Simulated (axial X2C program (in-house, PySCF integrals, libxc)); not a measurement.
# All-electron X2C curves of GaLi

Aim: find the lowest determinant of GaLi, scan the bond at several levels and fit the constants, once spin-free and once with spin–orbit coupling.

Method: all-electron X2C, Ga dyall-cv3z, Li dyall-cv3z; program: an in-house X2C program for linear molecules on PySCF integrals.

All values are calculated.

### Step 1. The job

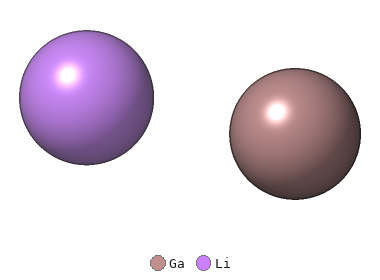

The two atoms at 2.570 Å (gallium pink, lithium purple).

task.json reads:

```json
{"zs": [31, 3], "q": 0, "bas": ["dyall-cv3z", "dyall-cv3z"], "levels": ["PBE0", "HF", "PBE"], "cc": true, "r0": 2.57, "thr": -2.0, "nmax": 90, "npts": 10, "nst": 2, "ntry": 6}
```

Keys: zs atomic numbers; q charge; bas basis sets; levels methods (HF also brings MP2); cc coupled cluster on or off; r0 starting distance in Å; thr threshold in hartree for freezing inner shells (an s shell follows its p shell); nmax most natural virtual spinors; npts points asked for on the curve; nst determinants followed; ntry starts of the search.

The run is started by

```
> python so2c.py task.json out
```

Spin-free means the one-electron spin-free X2C Hamiltonian; two-component (2c) means X2C with spin–orbit coupling and atomic mean-field two-electron Coulomb and Gaunt terms. Basis: Ga dyall-cv3z contracted to [9s9p7d4f1g], Li dyall-cv3z contracted to [7s8p2d]; Gaussian nuclei, density fitting. Masses: Ga 68.926 u, Li 7.016 u.

Notation: σ, π±, δ± give the projection m of an orbital's angular momentum (0, ±1, ±2), α and β its spin, Λ and M_S the sums; ω is the projection of a spinor's total angular momentum and Ω the sum. Logs are in hartree.

The results follow Hamiltonian by Hamiltonian and level by level.

### Step 2. State search with PBE0

PBE0 moves the distance from 2.570 Å to 2.867 Å and compares determinants there.

Spin-free determinants:

| ΔE (eV) | state | open shells |
| --- | --- | --- |
| 0.00 | M_S = 0, Λ = 0 | closed shell |
| 0.18 | M_S = 1, Λ = 1 | beyond closed shells: σα, π+α |
| 0.43 | M_S = 0, Λ = 1 | beyond closed shells: σα, π+β |
| 0.92 | M_S = 1, Λ = 0 | beyond closed shells: 2 × σα |
| 1.21 | M_S = 1, Λ = 0 | beyond closed shells: π+α, π-α |

Two-component determinants:

| ΔE (eV) | state | open shells |
| --- | --- | --- |
| 0.00 | Ω = 0 | closed shell |
| 0.21 | Ω = 2 | excess of +ω over −ω: ω = 1/2, ω = 3/2 |
| 0.41 | Ω = 1 | excess of +ω over −ω: 2 × ω = 1/2 |
| 0.46 | Ω = 1 | excess of +ω over −ω: ω = -1/2, ω = 3/2 |
| 1.80 | Ω = 0 | closed shell |

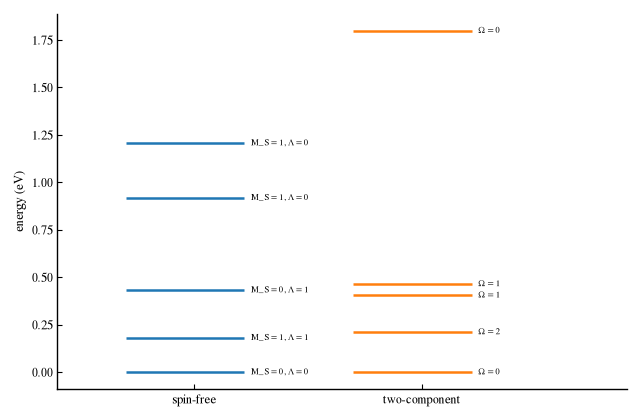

The determinants found, each set from its own lowest.

### Step 3. PBE0, spin-free

State followed: M_S = 0, Λ = 0 (closed shell). The scan is laid around 2.867 Å, a first estimate of the minimum, and this SCF restarts from the orbitals of the search.

The SCF at the reference distance of 2.867 Å:

```text
spin-free X2C-1e  PBE0
basis functions 149  fitting functions 811  grid points 5085
iter        total energy     max residual
   1      -1951.132233942     4.01e-05
   2      -1951.132233945     2.31e-05
   3      -1951.132233947     2.92e-06
converged
one-electron -2753.11557717  Coulomb 862.48951366  exact exchange -19.04613248  xc functional -58.62553521  nuclear repulsion 17.16549725
```

Along the bond, energies from the lowest point:

| R (Å) | E (eV) | μ (D) | HOMO (eV) | LUMO (eV) | iterations |
| --- | --- | --- | --- | --- | --- |
| 2.494 | 0.1749 | 2.65 | -3.65 | -1.83 | 14 |
| 2.609 | 0.0753 | 2.55 | -3.65 | -1.77 | 10 |
| 2.695 | 0.0309 | 2.45 | -3.65 | -1.74 | 10 |
| 2.781 | 0.0069 | 2.35 | -3.64 | -1.71 | 10 |
| 2.867 | 0.0000 | 2.25 | -3.63 | -1.69 | 3 |
| 2.967 | 0.0088 | 2.12 | -3.62 | -1.67 | 10 |
| 3.068 | 0.0323 | 1.99 | -3.61 | -1.66 | 9 |
| 3.197 | 0.0789 | 1.82 | -3.58 | -1.66 | 10 |
| 3.354 | 0.1534 | 1.61 | -3.55 | -1.66 | 9 |
| 3.584 | 0.2831 | 1.31 | -3.51 | -1.69 | 10 |

Dipoles are positive if Li is the positive end.

Outer orbitals at the reference distance:

```json
{"symmetry": "δ-α", "occupied": "yes", "ε (eV)": "-22.06", "atomic character": "100% Ga d"}
{"symmetry": "δ+α", "occupied": "yes", "ε (eV)": "-22.06", "atomic character": "100% Ga d"}
{"symmetry": "π+α", "occupied": "yes", "ε (eV)": "-21.85", "atomic character": "100% Ga d"}
{"symmetry": "π-α", "occupied": "yes", "ε (eV)": "-21.85", "atomic character": "100% Ga d"}
{"symmetry": "σα", "occupied": "yes", "ε (eV)": "-21.78", "atomic character": "100% Ga d"}
{"symmetry": "σα", "occupied": "yes", "ε (eV)": "-9.55", "atomic character": "80% Ga s, 10% Li p, 6% Li s"}
{"symmetry": "σα", "occupied": "yes", "ε (eV)": "-3.63", "atomic character": "60% Ga p, 34% Li s, 3% Ga s"}
{"symmetry": "π-α", "occupied": "no", "ε (eV)": "-1.69", "atomic character": "74% Ga p, 23% Li p, 2% Li d"}
{"symmetry": "π+α", "occupied": "no", "ε (eV)": "-1.69", "atomic character": "74% Ga p, 23% Li p, 2% Li d"}
{"symmetry": "σα", "occupied": "no", "ε (eV)": "-1.25", "atomic character": "44% Li s, 36% Li p, 17% Ga p"}
{"symmetry": "π+α", "occupied": "no", "ε (eV)": "0.02", "atomic character": "75% Li p, 20% Ga p, 3% Li d"}
```

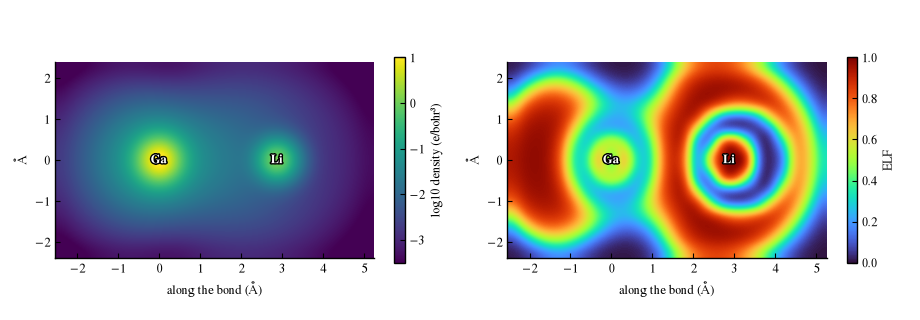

PBE0 fields in a plane through the axis, from a grid of 0.3 Å; Ga lies at z = 0 and Li at z = 2.867 Å; the ELF is damped to zero where the density is low.

Re = 2.865 Å, ωe = 280.9 cm⁻¹, Be = 0.3225 cm⁻¹, De = 0.848 eV, μ = 2.25 D.

### Step 4. HF, spin-free

The SCF at the reference distance of 2.867 Å:

```text
spin-free X2C-1e  HF
basis functions 149  fitting functions 811  grid points 5085
iter        total energy     max residual
   1      -1949.645096176     2.81e-01
   2      -1949.665647156     1.28e-02
   3      -1949.666419486     2.38e-02
   4      -1949.666965300     3.55e-03
   5      -1949.666986519     3.00e-04
   6      -1949.666991246     2.57e-04
   7      -1949.666991342     5.37e-05
   8      -1949.666991353     1.49e-05
   9      -1949.666991354     9.12e-06
  10      -1949.666991354     5.20e-07
converged
one-electron -2753.74087547  Coulomb 863.22189648  exact exchange -76.31350962  xc functional 0.00000000  nuclear repulsion 17.16549725
```

Re = 2.907 Å, ωe = 285.7 cm⁻¹, ωexe = 1.29 cm⁻¹, Be = 0.3133 cm⁻¹, De = 0.052 eV, μ = 3.22 D.

### Step 5. PBE, spin-free

The SCF at the reference distance of 2.867 Å:

```text
spin-free X2C-1e  PBE
basis functions 149  fitting functions 811  grid points 5085
iter        total energy     max residual
   1      -1951.120812508     9.35e-02
   2      -1951.122848337     1.45e-02
   3      -1951.123335082     2.67e-02
   4      -1951.123962860     3.10e-03
   5      -1951.123972282     2.64e-04
   6      -1951.123972633     9.03e-05
   7      -1951.123972668     4.09e-05
   8      -1951.123972681     8.35e-06
   9      -1951.123972681     4.52e-06
converged
one-electron -2752.50467802  Coulomb 861.83479598  exact exchange 0.00000000  xc functional -77.61958789  nuclear repulsion 17.16549725
```

Re = 2.883 Å, ωe = 268.2 cm⁻¹, Be = 0.3185 cm⁻¹, De = 0.944 eV, μ = 1.67 D.

### Step 6. MP2 and beyond, spin-free

Correlated methods: 14 electrons correlated (frozen shells, counted by type: Ga 3 s, 2 p; Li 1 s), 234 virtual spinors in MP2, 88 natural virtuals in coupled cluster.

Output of the correlated part at 2.867 Å:

```text
correlated 14  virtual 234  natural virtual 88  E(MP2) -0.556755312  MP2 remainder -0.046365274
iter   CCSD correlation   residual
   1     -0.468323126   1.60e-01
   2     -0.486092802   7.02e-02
   3     -0.486553649   3.45e-02
   4     -0.486177006   1.16e-02
   5     -0.486445188   5.00e-03
   6     -0.486418593   1.90e-03
   7     -0.486395585   5.64e-04
   8     -0.486407272   2.24e-04
   9     -0.486403618   1.03e-04
  10     -0.486405499   4.09e-05
  11     -0.486404213   1.89e-05
  12     -0.486404319   8.11e-06
  13     -0.486404193   3.21e-06
  14     -0.486404191   1.41e-06
(T) -0.013249214  T1 0.0208  D1 0.0427  max T2 0.155
```

T1 in the output is the amplitude norm over the root of the electron number; divide by √2 for the Lee–Taylor value.

MP2: Re = 2.843 Å, ωe = 289.8 cm⁻¹, Be = 0.3276 cm⁻¹, De = 0.717 eV.

CCSD: Re = 2.856 Å, ωe = 280.6 cm⁻¹, ωexe = 1.51 cm⁻¹, Be = 0.3246 cm⁻¹, De = 0.927 eV. T1 at Re = 0.015 (Lee–Taylor, the printed value over √2).

CCSD(T): Re = 2.854 Å, ωe = 277.0 cm⁻¹, ωexe = 1.66 cm⁻¹, Be = 0.3251 cm⁻¹, De = 0.949 eV. T1 at Re = 0.015 (Lee–Taylor, the printed value over √2).

### Step 7. A higher determinant, spin-free

State: M_S = 1, Λ = 1 (beyond closed shells: σα, π+α).

Output at the reference distance:

```text
spin-free X2C-1e  PBE0
basis functions 149  fitting functions 811  grid points 5085
iter        total energy     max residual
   1      -1951.125583275     6.40e-05
   2      -1951.125583298     2.68e-05
   3      -1951.125583305     8.03e-06
converged
one-electron -2753.47458977  Coulomb 862.85780533  exact exchange -19.05024522  xc functional -58.62405090  nuclear repulsion 17.16549725
```

```
R (Å)  E above the lowest PBE0 point (eV)
2.494                               0.132
2.609                               0.120
2.695                               0.130
2.781                               0.151
2.867                               0.181
2.967                               0.223
3.068                               0.269
3.197                               0.333
3.354                               0.411
```

Re = 2.593 Å, ωe = 304 cm⁻¹, Be = 0.3937 cm⁻¹, μ = 4.10 D. Te = 0.12 eV.

### Step 8. The spin-free curves together

Energy (eV) of the followed determinant, spin-free, from each level's lowest point:

```
R (Å)   PBE0     HF    MP2   CCSD  CCSD(T)    PBE
2.494  0.175  0.228  0.160    n/a      n/a  0.179
2.609  0.075  0.107  0.065  0.069    0.067  0.080
2.695  0.031  0.049  0.024  0.027    0.026  0.035
2.781  0.007  0.015  0.003  0.005    0.005  0.009
2.867  0.000  0.000  0.000  0.000    0.000  0.000
2.967  0.009  0.002  0.013  0.010    0.010  0.005
3.068  0.032  0.020  0.041  0.035    0.034  0.025
3.197  0.079  0.063  0.094  0.082    0.080  0.065
3.354  0.153  0.137  0.176    n/a      n/a  0.130
3.584  0.283  0.271  0.317    n/a      n/a  0.245
```

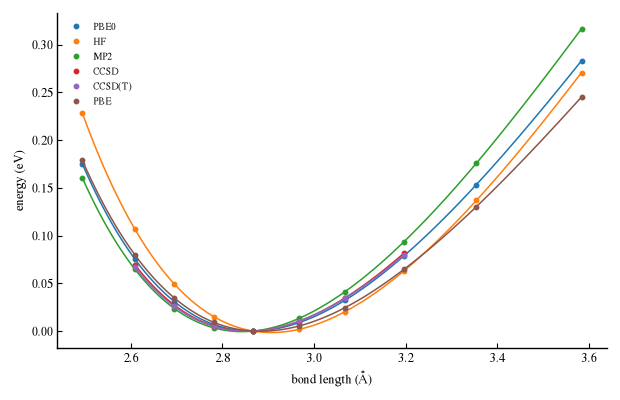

Curves of the followed state, spin-free, each from its own lowest point.

### Step 9. PBE0, 2c

State followed: Ω = 0 (closed shell). The scan is laid around 2.867 Å, a first estimate of the minimum, and this SCF restarts from the orbitals of the search.

Output at 2.867 Å:

```text
two-component X2C + atomic mean field  PBE0
basis functions 149  fitting functions 811  grid points 5085
iter        total energy     max residual
   1      -1950.528484123     9.40e-05
   2      -1950.528484131     3.07e-05
   3      -1950.528484142     8.00e-06
   4      -1950.528484142     1.10e-05
converged
one-electron -2751.59569339  Coulomb 862.19232247  exact exchange -19.03987288  xc functional -58.60622630  nuclear repulsion 17.16549725  atomic mean-field constant -0.64451128
```

Along the bond, energies from the lowest point:

| R (Å) | E (eV) | μ (D) | HOMO (eV) | LUMO (eV) | iterations |
| --- | --- | --- | --- | --- | --- |
| 2.494 | 0.1729 | 2.68 | -3.66 | -1.85 | 18 |
| 2.609 | 0.0744 | 2.57 | -3.66 | -1.79 | 13 |
| 2.695 | 0.0304 | 2.47 | -3.65 | -1.76 | 13 |
| 2.781 | 0.0067 | 2.37 | -3.65 | -1.73 | 10 |
| 2.867 | 0.0000 | 2.26 | -3.64 | -1.71 | 4 |
| 2.967 | 0.0089 | 2.13 | -3.62 | -1.70 | 12 |
| 3.068 | 0.0325 | 2.00 | -3.61 | -1.69 | 11 |
| 3.197 | 0.0790 | 1.83 | -3.59 | -1.69 | 10 |
| 3.354 | 0.1534 | 1.62 | -3.55 | -1.69 | 9 |
| 3.584 | 0.2827 | 1.33 | -3.51 | -1.72 | 10 |

Dipoles are positive if Li is the positive end.

Outer spinors at the reference distance:

```tsv
ω	occupied	ε (eV)	atomic character	λ mixture
3/2	yes	-22.29	100% Ga d	90% δ, 10% π
1/2	yes	-22.08	100% Ga d	67% π, 33% σ
5/2	yes	-21.88	100% Ga d	100% δ
3/2	yes	-21.70	100% Ga d	90% π, 10% δ
1/2	yes	-21.63	100% Ga d	67% σ, 33% π
1/2	yes	-9.54	80% Ga s, 10% Li p, 6% Li s	100% σ
1/2	yes	-3.64	60% Ga p, 34% Li s, 3% Ga s	100% σ
1/2	no	-1.71	74% Ga p, 23% Li p, 2% Li d	99% π, 1% σ
3/2	no	-1.66	73% Ga p, 24% Li p, 2% Li d	100% π
1/2	no	-1.25	43% Li s, 36% Li p, 18% Ga p	99% σ, 1% π
1/2	no	0.01	75% Li p, 19% Ga p, 3% Li d	100% π
```

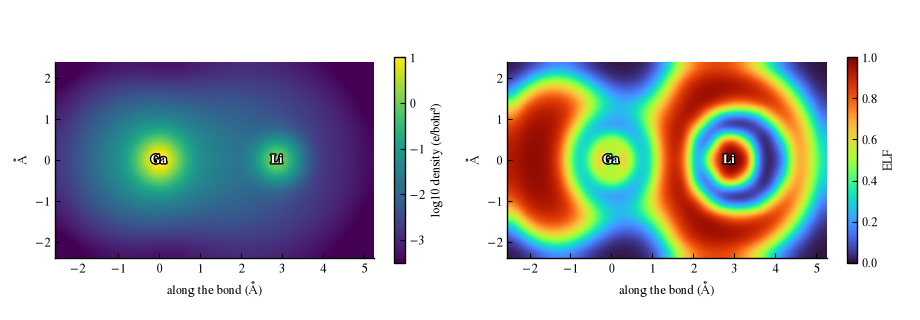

PBE0 fields in a plane through the axis, from a grid of 0.3 Å; Ga lies at z = 0 and Li at z = 2.867 Å; the ELF is damped to zero where the density is low.

Re = 2.864 Å, ωe = 280.4 cm⁻¹, Be = 0.3226 cm⁻¹, De = 0.845 eV, μ = 2.27 D.

### Step 10. HF, 2c

Output at 2.867 Å:

```text
two-component X2C + atomic mean field  HF
basis functions 149  fitting functions 811  grid points 5085
iter        total energy     max residual
   1      -1949.041876493     2.81e-01
   2      -1949.062423760     1.28e-02
   3      -1949.063198958     2.38e-02
   4      -1949.063744487     3.57e-03
   5      -1949.063767198     3.39e-04
   6      -1949.063773786     3.86e-04
   7      -1949.063774975     1.82e-04
   8      -1949.063778055     3.97e-04
   9      -1949.063780208     5.01e-04
  10      -1949.063781477     2.55e-04
  11      -1949.063781705     4.90e-05
  12      -1949.063781728     9.59e-06
  13      -1949.063781730     7.45e-06
  14      -1949.063781730     1.71e-06
converged
one-electron -2752.22479109  Coulomb 862.92818606  exact exchange -76.28816267  xc functional 0.00000000  nuclear repulsion 17.16549725  atomic mean-field constant -0.64451128
```

Re = 2.904 Å, ωe = 284.7 cm⁻¹, ωexe = 1.31 cm⁻¹, Be = 0.3139 cm⁻¹, De = -0.027 eV, μ = 3.26 D.

### Step 11. PBE, 2c

Output at 2.867 Å:

```text
two-component X2C + atomic mean field  PBE
basis functions 149  fitting functions 811  grid points 5085
iter        total energy     max residual
   1      -1950.516890876     9.35e-02
   2      -1950.518925177     1.46e-02
   3      -1950.519414472     2.67e-02
   4      -1950.520041834     3.11e-03
   5      -1950.520051268     2.68e-04
   6      -1950.520051617     8.64e-05
   7      -1950.520051652     4.07e-05
   8      -1950.520051666     8.37e-06
   9      -1950.520051668     6.20e-06
converged
one-electron -2750.98364459  Coulomb 861.53641988  exact exchange 0.00000000  xc functional -77.59381292  nuclear repulsion 17.16549725  atomic mean-field constant -0.64451128
```

Re = 2.883 Å, ωe = 267.7 cm⁻¹, Be = 0.3186 cm⁻¹, De = 0.943 eV, μ = 1.69 D.

### Step 12. MP2 and beyond, 2c

Correlated methods: 14 electrons correlated (frozen shells, counted by type: Ga 3 s, 2 p; Li 1 s), 234 virtual spinors in MP2, 90 natural virtuals in coupled cluster.

Output of the correlated part at 2.867 Å:

```text
correlated 14  virtual 234  natural virtual 90  E(MP2) -0.556518193  MP2 remainder -0.045047567
iter   CCSD correlation   residual
   1     -0.469305229   1.60e-01
   2     -0.487024266   7.08e-02
   3     -0.487522593   3.54e-02
   4     -0.487147404   1.25e-02
   5     -0.487436194   5.58e-03
   6     -0.487405626   2.22e-03
   7     -0.487380594   7.56e-04
   8     -0.487397617   3.91e-04
   9     -0.487390220   2.49e-04
  10     -0.487395355   1.53e-04
  11     -0.487391046   9.82e-05
  12     -0.487392384   6.08e-05
  13     -0.487392042   3.33e-05
  14     -0.487392274   1.59e-05
  15     -0.487392411   7.06e-06
  16     -0.487392439   2.88e-06
  17     -0.487392437   1.43e-06
(T) -0.013392744  T1 0.0209  D1 0.0427  max T2 0.154
```

MP2: Re = 2.841 Å, ωe = 289.1 cm⁻¹, Be = 0.3281 cm⁻¹, De = 0.680 eV.

CCSD: Re = 2.855 Å, ωe = 279.4 cm⁻¹, ωexe = 1.59 cm⁻¹, Be = 0.3248 cm⁻¹, De = 0.865 eV. T1 at Re = 0.015 (Lee–Taylor, the printed value over √2).

CCSD(T): Re = 2.851 Å, ωe = 275.9 cm⁻¹, ωexe = 1.75 cm⁻¹, Be = 0.3256 cm⁻¹, De = 0.898 eV. T1 at Re = 0.015 (Lee–Taylor, the printed value over √2).

### Step 13. A higher determinant, 2c

State: Ω = 2 (excess of +ω over −ω: ω = 1/2, ω = 3/2).

Output at the reference distance:

```text
two-component X2C + atomic mean field  PBE0
basis functions 149  fitting functions 811  grid points 5085
iter        total energy     max residual
   1      -1950.520718060     4.23e-05
   2      -1950.520718064     1.34e-05
converged
one-electron -2751.91418634  Coulomb 862.52056430  exact exchange -19.04385264  xc functional -58.60422936  nuclear repulsion 17.16549725  atomic mean-field constant -0.64451128
```

```csv
R (Å),E above the lowest PBE0 point (eV)
2.494,0.162
2.609,0.150
2.695,0.160
2.781,0.181
2.867,0.211
2.967,0.253
3.068,0.300
3.197,0.365
3.354,0.443
```

Re = 2.593 Å, ωe = 305 cm⁻¹, Be = 0.3936 cm⁻¹, μ = 4.09 D. Te = 0.15 eV.

### Step 14. The 2c curves together

Energy (eV) of the followed determinant, 2c, from each level's lowest point:

```
R (Å)   PBE0     HF    MP2   CCSD  CCSD(T)    PBE
2.494  0.173  0.220  0.157    n/a      n/a  0.177
2.609  0.074  0.103  0.063  0.068    0.064  0.079
2.695  0.030  0.048  0.023  0.027    0.025  0.034
2.781  0.007  0.015  0.003  0.005    0.005  0.009
2.867  0.000  0.000  0.000  0.000    0.000  0.000
2.967  0.009  0.002  0.014  0.010    0.011  0.005
3.068  0.032  0.021  0.042  0.035    0.035  0.025
3.197  0.079  0.064  0.094  0.081    0.080  0.065
3.354  0.153  0.138  0.176    n/a      n/a  0.130
3.584  0.283  0.272  0.317    n/a      n/a  0.244
```

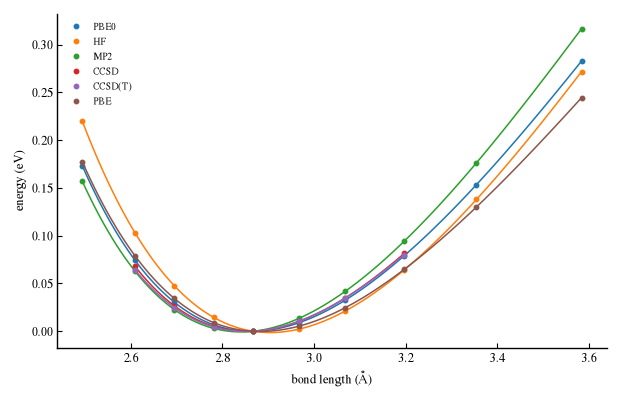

Curves of the followed state, 2c, each from its own lowest point.

The whole job took 1.9 min on 1 thread of Arm Neoverse V2, shared host; peak memory 0.86 GiB.

### Step 15. Constants

Lowest determinant that the search found at its distance, spin-free: M_S = 0, Λ = 0 (closed shell).

Lowest determinant that the search found at its distance, 2c: Ω = 0 (closed shell).

| Hamiltonian | level | Re (Å) | ωe (cm⁻¹) | De (eV) | μ (D) |
| --- | --- | --- | --- | --- | --- |
| spin-free | PBE0 | 2.865 | 280.9 | 0.848 | 2.25 |
| spin-free | HF | 2.907 | 285.7 | 0.052 | 3.22 |
| spin-free | MP2 | 2.843 | 289.8 | 0.717 | n/a |
| spin-free | CCSD | 2.856 | 280.6 | 0.927 | n/a |
| spin-free | CCSD(T) | 2.854 | 277.0 | 0.949 | n/a |
| spin-free | PBE | 2.883 | 268.2 | 0.944 | 1.67 |
| 2c | PBE0 | 2.864 | 280.4 | 0.845 | 2.27 |
| 2c | HF | 2.904 | 284.7 | -0.027 | 3.26 |
| 2c | MP2 | 2.841 | 289.1 | 0.680 | n/a |
| 2c | CCSD | 2.855 | 279.4 | 0.865 | n/a |
| 2c | CCSD(T) | 2.851 | 275.9 | 0.898 | n/a |
| 2c | PBE | 2.883 | 267.7 | 0.943 | 1.69 |

Dipoles are positive if Li is the positive end.

Time per point (s) on 1 thread of Arm Neoverse V2, shared host (2c runs; CCSD comes with the CCSD(T) run); the times are rough: PBE0 0.26, HF 0.15, MP2 0.35, CCSD(T) 5.7, PBE 0.19.

At CCSD(T), going from spin-free to two-component changes Re by -2 mÅ, ωe by -0.4 %, which is small (part of it comes from the scalar share of the two-electron terms). De moves by -0.05 eV; both De rest on single-determinant atoms, which can miss part of an open shell's spin–orbit lowering. De is negative at HF: there the minimum lies above the ground-state fragments.

De refers to Ga + Li, each in the lowest determinant found, which need not be this curve's own limit. Each curve is one determinant whose occupation by symmetry is held fixed; it was picked as the lowest of a PBE0 search that is not exhaustive. The closed shell is kept restricted; where the fragments are open shells, the energy then runs too high at long range. De is counted from the lowest determinant-based energies of the atoms at the same level, without counterpoise correction. Coupled cluster ran in a truncated set of natural virtual spinors; the MP2 energy of the rest was added.
